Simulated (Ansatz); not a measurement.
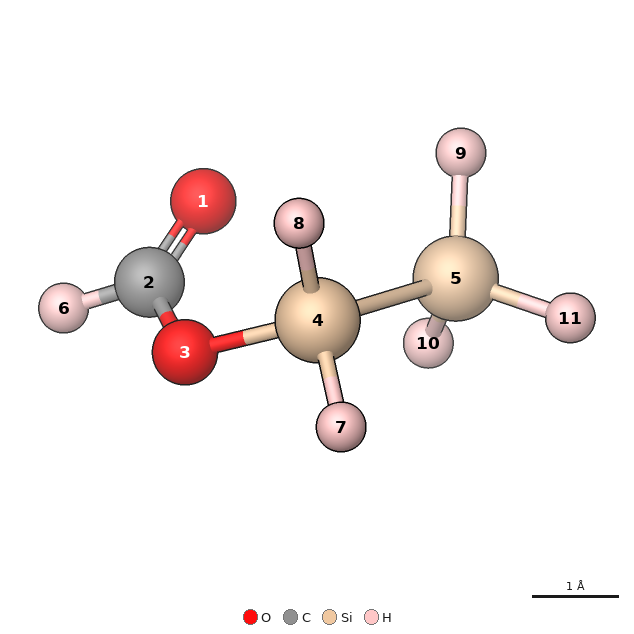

Orthographic view. Atoms fade into the background with distance from the viewer. The computed structure is the end point of a PBE-D4/def2-SVP optimisation. No frequency run is at hand to confirm it as a minimum.

Write a Z-matrix (Å, degrees) in the order of the atom numbers, with these reference atoms: 2 to 1; 3 to 2, 1; 4 to 3, 2, 1; 5 to 4, 3, 2; 6 to 2, 1, 3; 7 to 4, 3, 2; 8 to 4, 7, 3; 9 to 5, 4, 7; 10 to 5, 9, 1; 11 to 5, 9, 10.

```
O  
C    1   1.217
O    2   1.337   1   124.6
Si   3   1.759   2   116.3   1     1.7
Si   4   2.353   3   111.7   2   -46.0
H    2   1.119   1   124.3   3  -179.7
H    4   1.500   3   101.4   2  -167.7
H    4   1.503   7   109.4   3   113.0
H    5   1.500   4   111.0   7  -153.3
H    5   1.504   9   110.7   1    71.9
H    5   1.509   9   108.9  10   118.8
```
